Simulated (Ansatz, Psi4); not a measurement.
Exact exchange and the electronic atomisation energy of CSe

The species is CSe (2 atoms), meant as a singlet with charge 0. SMILES: `[C][Se]`. Geometry: relaxed at PBE0-D4/def2-TZVP.

The electronic atomisation energy y, in eV, basis cc-pVTZ; a is the functional's share of exact exchange. Programs: Ansatz 0.2.0, Psi4 1.11.

| functional | program | a | y (eV) |
| --- | --- | --- | --- |
| PBE | Ansatz | 0 | 6.61 |
| r2SCAN | Ansatz | 0 | 6.12 |
| TPSSh | Psi4 | 0.1 | 6.05 |
| B3LYP | Ansatz | 0.2 | 6.00 |
| PBE0 | Ansatz | 0.25 | ? |
| r2SCAN0 | Ansatz | 0.25 | 5.66 |
| BHLYP | Ansatz | 0.5 | 5.31 |

**Question.** Fit y = c + s·a to the known rows and predict PBE0.

**Answer.** 
1. Means of the 6 rows: a = 0.1750, y = 5.958.
2. Σ(Δa)² = 0.17875, Σ(Δa·Δy) = -0.38125, so the slope is -0.38125/0.17875 = -2.1329.
3. Intercept: 5.958 − (-2.1329) × 0.1750 = 6.331. The largest residual of the fit is 0.28.
4. PBE0: 6.331 + (-2.1329) × 0.25 = 5.80 eV.

The run gave 6.04 eV, so the prediction is off by -0.24 eV, within the largest residual. The rows mix families of semi-local functionals, which the line can't see.

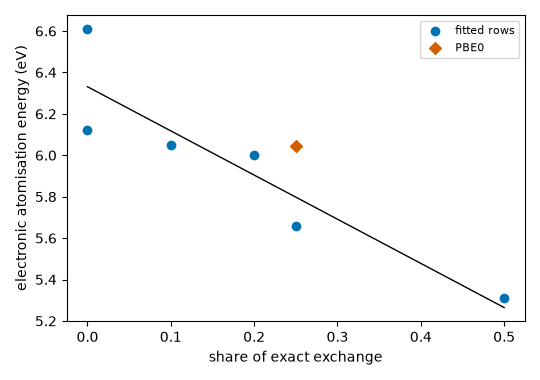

The fitted line, with the withheld row.
